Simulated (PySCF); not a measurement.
Run report: SiHSCl3, single-point calculation

System: SiHSCl3 (Si(SH)Cl3), SMILES S[Si](Cl)(Cl)Cl.
Method: CCSD/6-31G, RHF (PySCF 2.14.0).

The geometry comes from this level: GFN2-xTB.

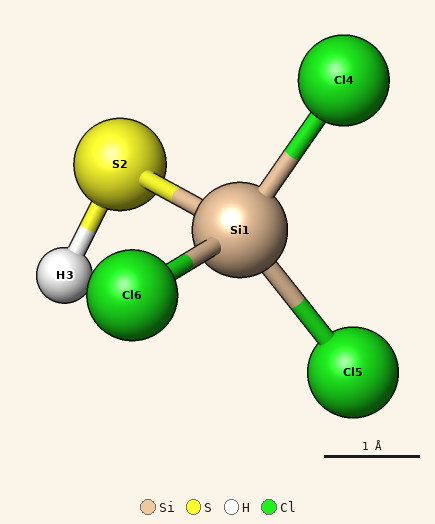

The structure as given in the input (ball-and-stick view, seen at a tilt; atoms are numbered from 1 in the order of the input).

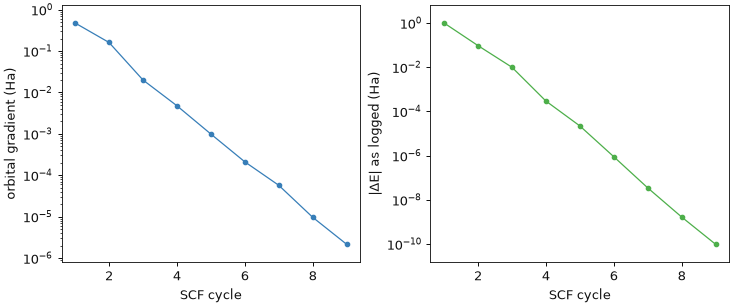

Convergence of the self-consistent field: orbital gradient and size of the energy change against the SCF cycle. The residual falls at every step.

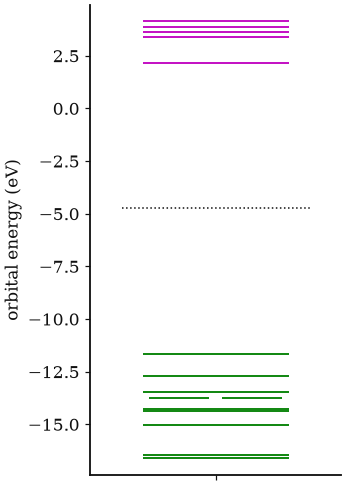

Orbital energies near the frontier (SCF reference); the dotted line parts filled from empty levels, and levels within 0.02 eV of each other stand side by side. Highest filled −11.66 eV, lowest empty 2.16 eV, 13.82 eV apart.

The input that produced these results follows, with the program's output.

**Input file (job.py)**
```python
# Si(SH)Cl3
from pyscf import gto, cc

mol = gto.M(
    atom='geometry.xyz',
    verbose=4,
    charge=0,
    basis='6-31g',
    max_memory=1860,
)

hf = mol.RHF()
hf.conv_tol = 1e-10
hf.kernel()
if not hf.converged:
    hf = hf.newton().run(hf.mo_coeff, hf.mo_occ)

mycc = cc.CCSD(hf, frozen=25)
mycc.kernel()
e_final = mycc.e_tot
print('Final energy', e_final)
hf.analyze()
```

**File geometry.xyz**
```
6
Cl3HSSi
Si     0.206510    -0.009270    -0.421840
S      0.262380     0.018610     1.737070
H     -1.052280     0.049180     1.915990
Cl     2.111890    -0.018810    -1.047780
Cl    -0.767500     1.619700    -1.113240
Cl    -0.761000    -1.659420    -1.070200
```

Launch command:
```bash
OMP_NUM_THREADS=1 python job.py
```

**The program's output**
```
PySCF version 2.14.0

[INPUT] num. atoms = 6
[INPUT] num. electrons = 82
[INPUT] charge = 0
[INPUT] spin (= nelec alpha-beta = 2S) = 0
[INPUT] symmetry False subgroup None
[INPUT] Mole.unit = angstrom
[INPUT] Symbol           X                Y                Z      unit          X                Y                Z       unit  Magmom
[INPUT]  1 Si     0.206510000000  -0.009270000000  -0.421840000000 AA    0.390247341984  -0.017517761175  -0.797162068387 Bohr   0.0
[INPUT]  2 S      0.262380000000   0.018610000000   1.737070000000 AA    0.495826340563   0.035167803178   3.282586559198 Bohr   0.0
[INPUT]  3 H     -1.052280000000   0.049180000000   1.915990000000 AA   -1.988521006357   0.092936730806   3.620696357405 Bohr   0.0
[INPUT]  4 Cl     2.111890000000  -0.018810000000  -1.047780000000 AA    3.990893705208  -0.035545748403  -1.980017238797 Bohr   0.0
[INPUT]  5 Cl    -0.767500000000   1.619700000000  -1.113240000000 AA   -1.450364800604   3.060789403958  -2.103718710911 Bohr   0.0
[INPUT]  6 Cl    -0.761000000000  -1.659420000000  -1.070200000000 AA   -1.438081580794  -3.135849325626  -2.022384898510 Bohr   0.0

nuclear repulsion = 524.921178509094
number of shells = 37
number of NR pGTOs = 234
number of NR cGTOs = 67
basis = 6-31g
ecp = {}

******** <class 'pyscf.scf.hf.RHF'> ********
method = RHF
initial guess = minao
damping factor = 0
level_shift factor = 0
DIIS = <class 'pyscf.scf.diis.CDIIS'>
diis_start_cycle = 1
diis_space = 8
diis_damp = 0
SCF conv_tol = 1e-10
SCF conv_tol_grad = None
SCF max_cycles = 50
direct_scf = True
direct_scf_tol = 1e-13
Set gradient conv threshold to 1e-05
Initial guess from minao.
init E= -2066.33027112523
  HOMO = -0.317531454166673  LUMO = 0.0527454317888052  gap/eV = 10.07575
cycle= 1 E= -2065.32850750839  delta_E=    1  |g|= 0.476  |ddm|= 2.58
  HOMO = -0.439536148513503  LUMO = 0.0116815157060748  gap/eV = 12.27826
cycle= 2 E= -2065.42309803402  delta_E= -0.0946  |g|= 0.161  |ddm|= 1.46
  HOMO = -0.431308543542378  LUMO = 0.0725534561033838  gap/eV = 13.71078
cycle= 3 E= -2065.43303578956  delta_E= -0.00994  |g|= 0.02  |ddm|= 0.395
  HOMO = -0.427168529182234  LUMO = 0.079679280779126  gap/eV = 13.79203
cycle= 4 E= -2065.43332981698  delta_E= -0.000294  |g|= 0.00477  |ddm|= 0.0701
  HOMO = -0.428477333321271  LUMO = 0.0791431662097832  gap/eV = 13.81306
cycle= 5 E= -2065.43335184945  delta_E= -2.2e-05  |g|= 0.00099  |ddm|= 0.023
  HOMO = -0.428436273344883  LUMO = 0.0794255442403318  gap/eV = 13.81962
cycle= 6 E= -2065.43335273804  delta_E= -8.89e-07  |g|= 0.000211  |ddm|= 0.005
  HOMO = -0.428441966378976  LUMO = 0.0794503378412563  gap/eV = 13.82045
cycle= 7 E= -2065.43335277265  delta_E= -3.46e-08  |g|= 5.72e-05  |ddm|= 0.000945
  HOMO = -0.428443227334113  LUMO = 0.0794459747693308  gap/eV = 13.82037
cycle= 8 E= -2065.43335277431  delta_E= -1.66e-09  |g|= 9.65e-06  |ddm|= 0.000168
  HOMO = -0.428444010165853  LUMO = 0.0794459515928654  gap/eV = 13.82039
cycle= 9 E= -2065.4333527744  delta_E= -9.69e-11  |g|= 2.15e-06  |ddm|= 4.34e-05
  HOMO = -0.428443939819302  LUMO = 0.079445846305817  gap/eV = 13.82039
Extra cycle  E= -2065.43335277441  delta_E= -6.37e-12  |g|= 9.22e-07  |ddm|= 7.21e-06
converged SCF energy = -2065.43335277441

******** <class 'pyscf.cc.ccsd.CCSD'> ********
CC2 = 0
CCSD nocc = 16, nmo = 42
frozen orbitals 25
max_cycle = 50
direct = 0
conv_tol = 1e-07
conv_tol_normt = 1e-05
diis_space = 6
diis_start_cycle = 0
diis_start_energy_diff = 1e+09
Init t2, MP2 energy = -2065.65393049377  E_corr(MP2) -0.22057771936201
Init E_corr(CCSD) = -0.220577719362564
cycle = 1  E_corr(CCSD) = -0.240163544258579  dE = -0.0195858249  norm(t1,t2) = 0.056032
cycle = 2  E_corr(CCSD) = -0.247377856102769  dE = -0.00721431184  norm(t1,t2) = 0.0157946
cycle = 3  E_corr(CCSD) = -0.249616685766475  dE = -0.00223882966  norm(t1,t2) = 0.00671771
cycle = 4  E_corr(CCSD) = -0.250238495320911  dE = -0.000621809554  norm(t1,t2) = 0.00175162
cycle = 5  E_corr(CCSD) = -0.250184141753755  dE = 5.43535672e-05  norm(t1,t2) = 0.000495877
cycle = 6  E_corr(CCSD) = -0.250180228790882  dE = 3.91296287e-06  norm(t1,t2) = 0.000111112
cycle = 7  E_corr(CCSD) = -0.250179123370426  dE = 1.10542046e-06  norm(t1,t2) = 3.80369e-05
cycle = 8  E_corr(CCSD) = -0.250179045099296  dE = 7.82711301e-08  norm(t1,t2) = 8.05682e-06
CCSD converged
E(CCSD) = -2065.683531819509  E_corr = -0.2501790450992963
Final energy -2065.6835318195094
**** SCF Summaries ****
Total Energy =                       -2065.433352774410196
Nuclear Repulsion Energy =             524.921178509093920
One-electron Energy =                -3900.951031324747873
Two-electron Energy =                 1310.596500041244099
Two-electron Coulomb Energy =         1439.199783793091910
DFT Exchange-Correlation Energy =     -128.603283751847812
HOMO-LUMO gap [eV] =                    13.820385025865848
**** MO energy ****
MO #1   energy= -104.859631891431  occ= 2
MO #2   energy= -104.858165680719  occ= 2
MO #3   energy= -104.857638234057  occ= 2
MO #4   energy= -91.9848605881583  occ= 2
MO #5   energy= -68.9740864864652  occ= 2
MO #6   energy= -10.6055888170977  occ= 2
MO #7   energy= -10.6038783924489  occ= 2
MO #8   energy= -10.6033674404847  occ= 2
MO #9   energy= -9.00958779994829  occ= 2
MO #10  energy= -8.07407233583913  occ= 2
MO #11  energy= -8.07232279078223  occ= 2
MO #12  energy= -8.07181414434199  occ= 2
MO #13  energy= -8.06932204945817  occ= 2
MO #14  energy= -8.06931425497552  occ= 2
MO #15  energy= -8.06774098013331  occ= 2
MO #16  energy= -8.06764275858108  occ= 2
MO #17  energy= -8.06722821734651  occ= 2
MO #18  energy= -8.06713207597424  occ= 2
MO #19  energy= -6.69112095922844  occ= 2
MO #20  energy= -6.6890234609915   occ= 2
MO #21  energy= -6.68581996292001  occ= 2
MO #22  energy= -6.34108156204326  occ= 2
MO #23  energy= -4.44607707537263  occ= 2
MO #24  energy= -4.44551929689688  occ= 2
MO #25  energy= -4.44434190709682  occ= 2
MO #26  energy= -1.21322364186452  occ= 2
MO #27  energy= -1.15355683685692  occ= 2
MO #28  energy= -1.15008407019375  occ= 2
MO #29  energy= -1.03803068735146  occ= 2
MO #30  energy= -0.747121862791875 occ= 2
MO #31  energy= -0.631346823229459 occ= 2
MO #32  energy= -0.610353869923422 occ= 2
MO #33  energy= -0.604592344105858 occ= 2
MO #34  energy= -0.553233870058687 occ= 2
MO #35  energy= -0.527215252928341 occ= 2
MO #36  energy= -0.52501371760992  occ= 2
MO #37  energy= -0.504859411730858 occ= 2
MO #38  energy= -0.504455925792129 occ= 2
MO #39  energy= -0.494535867706987 occ= 2
MO #40  energy= -0.466568390074441 occ= 2
MO #41  energy= -0.428443939819302 occ= 2
MO #42  energy= 0.079445846305817  occ= 0
MO #43  energy= 0.124407961335025  occ= 0
MO #44  energy= 0.133981253572747  occ= 0
MO #45  energy= 0.142679818937007  occ= 0
MO #46  energy= 0.151835145826143  occ= 0
MO #47  energy= 0.272924619180366  occ= 0
MO #48  energy= 0.345829466804948  occ= 0
MO #49  energy= 0.34868860634163   occ= 0
MO #50  energy= 0.366440303992021  occ= 0
MO #51  energy= 0.484523476687532  occ= 0
MO #52  energy= 0.515612939256136  occ= 0
MO #53  energy= 0.527634045770101  occ= 0
MO #54  energy= 0.580050174599874  occ= 0
MO #55  energy= 0.583797745920646  occ= 0
MO #56  energy= 0.586779850136268  occ= 0
MO #57  energy= 0.643857784587234  occ= 0
MO #58  energy= 0.650247454589669  occ= 0
MO #59  energy= 0.706747073426384  occ= 0
MO #60  energy= 0.70763679197369   occ= 0
MO #61  energy= 0.720962883864867  occ= 0
MO #62  energy= 0.725584391676959  occ= 0
MO #63  energy= 0.740571567281805  occ= 0
MO #64  energy= 0.835913747545699  occ= 0
MO #65  energy= 0.841086059361114  occ= 0
MO #66  energy= 0.963527393020446  occ= 0
MO #67  energy= 1.12395050669494   occ= 0
 ** Mulliken pop on meta-lowdin orthogonal AOs  **
 ** Mulliken pop  **
pop of  0 Si 1s           2.00000
pop of  0 Si 2s           1.99991
pop of  0 Si 3s           0.97061
pop of  0 Si 4s           0.01549
pop of  0 Si 2px          1.99999
pop of  0 Si 2py          1.99999
pop of  0 Si 2pz          1.99999
pop of  0 Si 3px          0.65397
pop of  0 Si 3py          0.66475
pop of  0 Si 3pz          0.74844
pop of  0 Si 4px          0.03010
pop of  0 Si 4py          0.02986
pop of  0 Si 4pz          0.02549
pop of  1 S 1s            2.00000
pop of  1 S 2s            1.99998
pop of  1 S 3s            1.72285
pop of  1 S 4s            0.00548
pop of  1 S 2px           1.99997
pop of  1 S 2py           2.00000
pop of  1 S 2pz           1.99997
pop of  1 S 3px           1.25910
pop of  1 S 3py           1.92998
pop of  1 S 3pz           1.29307
pop of  1 S 4px           0.01264
pop of  1 S 4py           0.00245
pop of  1 S 4pz           0.00647
pop of  2 H 1s            0.88545
pop of  2 H 2s            0.00692
pop of  3 Cl 1s           2.00000
pop of  3 Cl 2s           1.99998
pop of  3 Cl 3s           1.85865
pop of  3 Cl 4s           0.00466
pop of  3 Cl 2px          1.99999
pop of  3 Cl 2py          2.00000
pop of  3 Cl 2pz          2.00000
pop of  3 Cl 3px          1.52515
pop of  3 Cl 3py          1.93682
pop of  3 Cl 3pz          1.89944
pop of  3 Cl 4px          0.00376
pop of  3 Cl 4py          0.00228
pop of  3 Cl 4pz          0.00325
pop of  4 Cl 1s           2.00000
pop of  4 Cl 2s           1.99998
pop of  4 Cl 3s           1.86414
pop of  4 Cl 4s           0.00490
pop of  4 Cl 2px          2.00000
pop of  4 Cl 2py          1.99999
pop of  4 Cl 2pz          2.00000
pop of  4 Cl 3px          1.83350
pop of  4 Cl 3py          1.64763
pop of  4 Cl 3pz          1.89260
pop of  4 Cl 4px          0.00259
pop of  4 Cl 4py          0.00312
pop of  4 Cl 4pz          0.00299
pop of  5 Cl 1s           2.00000
pop of  5 Cl 2s           1.99998
pop of  5 Cl 3s           1.86414
pop of  5 Cl 4s           0.00493
pop of  5 Cl 2px          2.00000
pop of  5 Cl 2py          1.99999
pop of  5 Cl 2pz          2.00000
pop of  5 Cl 3px          1.83521
pop of  5 Cl 3py          1.63982
pop of  5 Cl 3pz          1.89889
pop of  5 Cl 4px          0.00260
pop of  5 Cl 4py          0.00316
pop of  5 Cl 4pz          0.00298
 ** Mulliken atomic charges  **
charge of    0Si =      0.86141
charge of    1S =     -0.23196
charge of    2H =      0.10763
charge of    3Cl =     -0.23397
charge of    4Cl =     -0.25143
charge of    5Cl =     -0.25168
Dipole moment(X, Y, Z, Debye): -1.26642,  0.05039,  0.89002
```

**Results in brief**

```tsv
quantity	value
outcome	converged
total energy	−2065.683532 hartree
SCF energy	−2065.433353 hartree
correlation energy	−0.250179 hartree
basis functions	67
T1 diagnostic	0.010
HOMO of the SCF reference	−11.66 eV
LUMO of the SCF reference	2.16 eV
hardware	1 thread of Intel Xeon @ 2.50GHz (Skylake/Cascade Lake), 189 GiB of memory available, shared host
wall time	8.7 s
peak memory	0.17 GiB
```
